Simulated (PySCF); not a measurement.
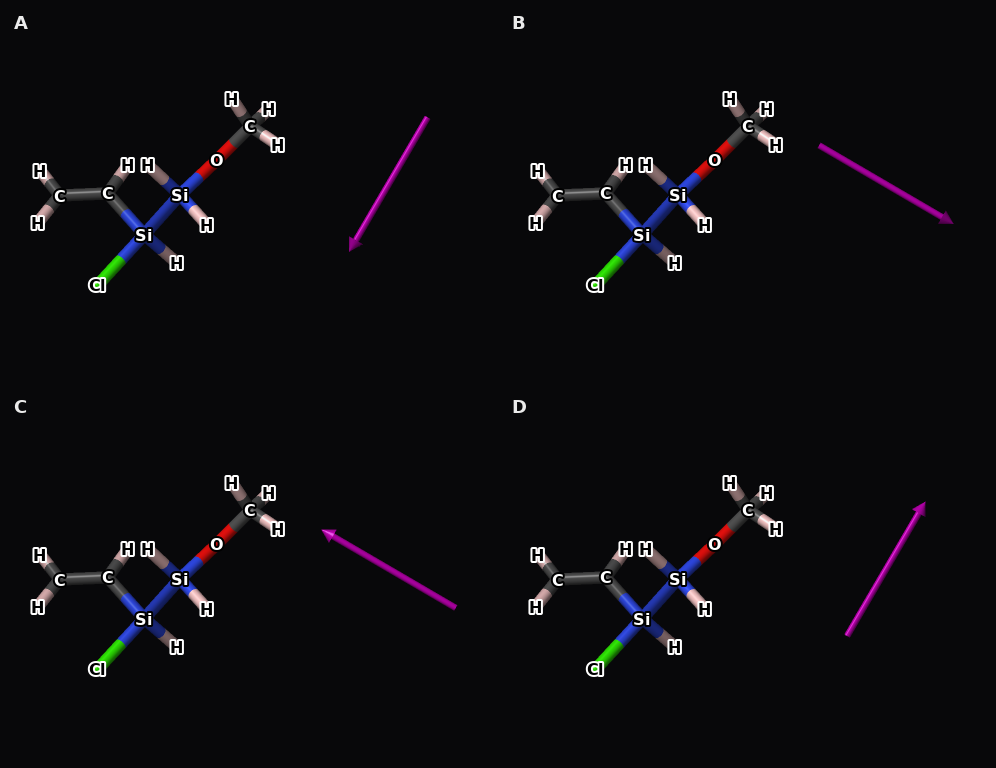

The same molecule four times, each with an arrow. The geometry was computed by an optimisation with GFN2-xTB. No frequency run is at hand to confirm it as a minimum. Method: CAM-B3LYP/def2-SVPD, gas phase (PySCF 2.14.0).

### Which arrow points along the dipole moment, from the negative to the positive end?

D. The dipole moment is 2.47 D.

The geometry is semi-empirical. Around Si such bond lengths and angles can be off by a tenth of an ångström or more and by several degrees, and values that hang on the shape move with them.
